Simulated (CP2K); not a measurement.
How far to go with the k-point mesh: Li (Im-3m, 1 atom in the cell)

```
Li
1.0
    3.03150     0.00000     0.00000
   -1.01050     2.85812     0.00000
   -1.01050    -1.42906     2.47521
Li
1
Direct
  0.00000   0.00000   0.00000
```

Computed with PBEsol, GPW, DZVP-MOLOPT-SR-GTH basis, GTH-PBE potentials (GTH_POTENTIALS) in CP2K.

Base settings: CUTOFF = 400 Ry; REL_CUTOFF = 50 Ry; SMEAR/METHOD = GAUSSIAN; SIGMA = 0.1 eV; KPOINTS/SCHEME = MACDONALD 6 6 6 0.08333333333 0.08333333333 0.08333333333; XC_FUNCTIONAL = PBE:PBESOL; Li/BASIS_SET = DZVP-MOLOPT-SR-GTH-q3; Li/POTENTIAL = GTH-PBE-q3; METHOD = GPW; EPS_DEFAULT = 1e-11.

The second cell is the first with its lattice scaled by 0.98.

Only quantities that move along the ladder and can be compared are tabulated.

The starting cell has typed, rounded lattice constants, without a prior relaxation at this level. Its lattice was rescaled by up to half a per cent. Values carry the incompleteness of an atom-centred basis. The potentials were made for another functional than the one used. Without a gap this mesh is coarse (it stands for a supercell whose shortest vector is 18 Å).

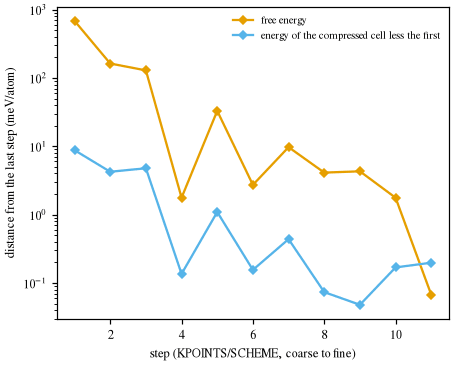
Fig. 1. Distance from the last step along the ladder; very small values are drawn at a floor.

```csv
KPOINTS/SCHEME,free energy less the last step's (meV/atom),energy of the compressed cell less the first (meV/atom),pressure (GPa)
MACDONALD 2 2 2 0.25 0.25 0.25,684.35,-7.72,-1.32
MONKHORST-PACK 3 3 3,-162.71,-3.18,-0.80
MACDONALD 4 4 4 0.125 0.125 0.125,129.11,5.82,0.30
MONKHORST-PACK 5 5 5,-1.77,0.92,-0.30
MACDONALD 6 6 6 0.08333333333 0.08333333333 0.08333333333,32.97,2.15,-0.15
MONKHORST-PACK 7 7 7,-2.72,1.21,-0.26
MACDONALD 8 8 8 0.0625 0.0625 0.0625,9.71,1.49,-0.23
MONKHORST-PACK 9 9 9,-4.12,1.13,-0.27
MONKHORST-PACK 11 11 11,-4.30,1.01,-0.29
MONKHORST-PACK 13 13 13,-1.77,0.88,-0.30
MACDONALD 14 14 14 0.03571428571 0.03571428571 0.03571428571,-0.07,1.25,-0.26
MONKHORST-PACK 15 15 15,0.00,1.05,-0.28
```

Coarsest KPOINTS/SCHEME that holds the energy of the compressed cell less the first within 2 meV/atom of the last step, with all finer ones: MONKHORST-PACK 5 5 5; the step before is off by 4.8 meV/atom.

Coarsest KPOINTS/SCHEME that holds the pressure within 0.1 GPa of the last step, with all finer ones: MONKHORST-PACK 7 7 7; the step before is off by 0.13 GPa.

Coarsest KPOINTS/SCHEME that holds the free energy within 1 meV/atom of the last step, with all finer ones: MACDONALD 14 14 14 0.03571428571 0.03571428571 0.03571428571; the step before is off by 1.8 meV/atom.

The energy difference between the two cells stays within 1 meV/atom of the last step's from MONKHORST-PACK 7 7 7 on, the total only from MACDONALD 14 14 14 0.03571428571 0.03571428571 0.03571428571 on: much of the error is common to both cells and cancels.

Two neighbours can agree and both be off: MONKHORST-PACK 9 9 9 and MONKHORST-PACK 11 11 11 differ by 0.18 meV/atom in the free energy, yet lie about 4.3 meV/atom from the last step.
